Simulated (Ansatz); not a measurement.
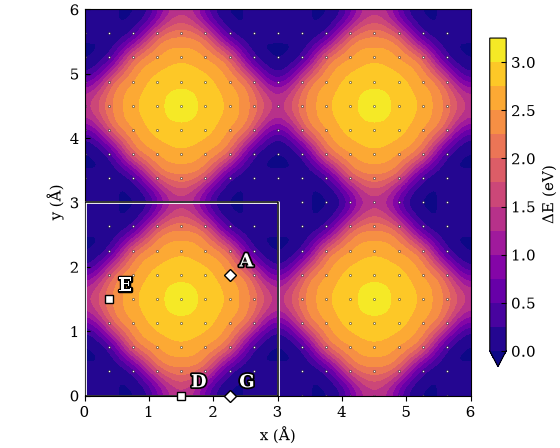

C on a TiN(100) slab cut from the Fm-3m phase, its upper half relaxed before the scan (6 atoms of substrate and one adsorbate in a 1 × 1 cell). C is moved over the surface cell; relaxed at each place: the height of the adsorbate's atoms; substrate rigid; the origin of the map has the adsorbate above N6. Places are given modulo a cell vector. The map is drawn in real space over the plane of the surface. The grid has 8 × 8 points; 15 points were computed and 49 follow by symmetry. Energies: eV, counted from the lowest grid point. With one adsorbate in each 1 × 1 cell, its nearest image is 3.0 Å away, so neighbouring adsorbates interact. The calculation used DFT PBE, scalar-relativistic, plane waves, PAW in Ansatz. Settings: cutoff 420 eV, k-mesh 9×9×1, gaussian smearing 0.1 eV, no spin polarisation.

Drawn: filled contours, dots at the grid points, the outline of one cell of the 2 × 2 shown, lettered points. Between grid points the surface is interpolated.

Question: What kind of point is each of D, G: minimum, saddle, maximum or slope?

Answer: D: saddle point; G: minimum. (In these two coordinates alone; a stationary point may lie a little off the grid point.)

Question: Rank the lettered points by energy, lowest first.

Answer: G (0.00 eV), D (1.43 eV), E (2.11 eV), A (2.47 eV).

PAW datasets: the set soft_1.
